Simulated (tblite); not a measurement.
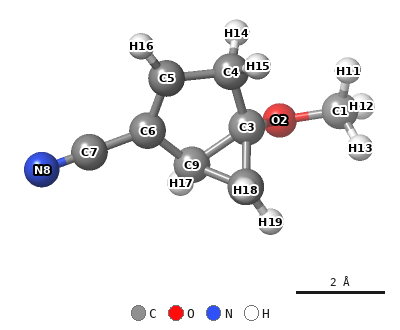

Starting structure of C$_{8}$H$_{9}$NO. The picture is a ball-and-stick view, seen at a tilt.

Method: tblite 0.8.0, GFN2-xTB geometry optimisation, gas phase.

```xyz
19

C    -2.7963    0.0365    0.0398
O    -1.6382   -0.7303    0.2555
C    -0.4130   -0.0439   -0.0748
C     0.1225    0.9514    0.9378
C     1.5942    0.6266    1.0645
C     1.8899   -0.3945    0.2337
C     3.1873   -0.9521    0.0713
N     4.2520   -1.4058   -0.0521
C     0.7469   -0.9202   -0.5147
C     0.0172   -0.0590   -1.5124
H    -2.7948    0.9388    0.6589
H    -3.6781   -0.5664    0.3180
H    -2.8919    0.3124   -1.0058
H    -0.3567    0.8079    1.9163
H    -0.0328    1.9827    0.6116
H     2.2824    1.1567    1.7120
H     0.5916   -1.9865   -0.5194
H     0.5215    0.8114   -1.9144
H    -0.6134   -0.5564   -2.2332
```

> What does the optimiser find from here?

The atom that moves furthest after the best rigid fit is H16 (0.21 Å). Largest moves by element: H 0.21 Å, C 0.14 Å, O 0.07 Å, N 0.04 Å. Near-neighbour distances that change, for instance: O2–C3 1.443 → 1.387 Å, C6–C9 1.464 → 1.486 Å, C4–C5 1.512 → 1.496 Å, C6–C7 1.421 → 1.405 Å. Among the angles between lasting bonds that change: C4–C3–C10 123.0° → 115.6°, C6–C9–C10 120.8° → 114.7°, C3–C9–H17 117.5° → 123.3°. Over 59 geometry steps the energy falls by 21.7 kJ/mol. Cost: 0.32 s on 1 thread of Intel(R) Xeon(R) 6975P-C, on a shared host.

Final geometry:

```xyz
19

C    -2.7877    0.0777    0.0094
O    -1.6728   -0.7363    0.3112
C    -0.4524   -0.1509    0.0091
C     0.1023    0.9124    0.9577
C     1.5746    0.6498    0.9680
C     1.9061   -0.4139    0.2235
C     3.1965   -0.9438    0.0583
N     4.2464   -1.3837   -0.0853
C     0.7153   -0.9930   -0.4516
C     0.0182   -0.0602   -1.4150
H    -2.7983    0.9839    0.6247
H    -3.6685   -0.5204    0.2327
H    -2.7961    0.3654   -1.0472
H    -0.3207    0.7866    1.9587
H    -0.1227    1.9290    0.6253
H     2.2596    1.2587    1.5329
H     0.6525   -2.0580   -0.6082
H     0.5341    0.8313   -1.7408
H    -0.5962   -0.5254   -2.1708
```

The end point in the same view:

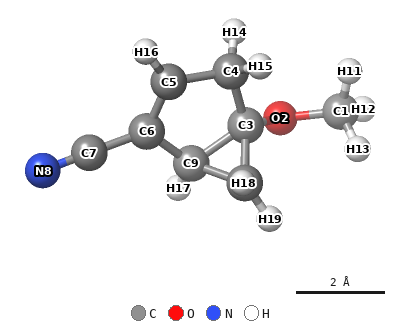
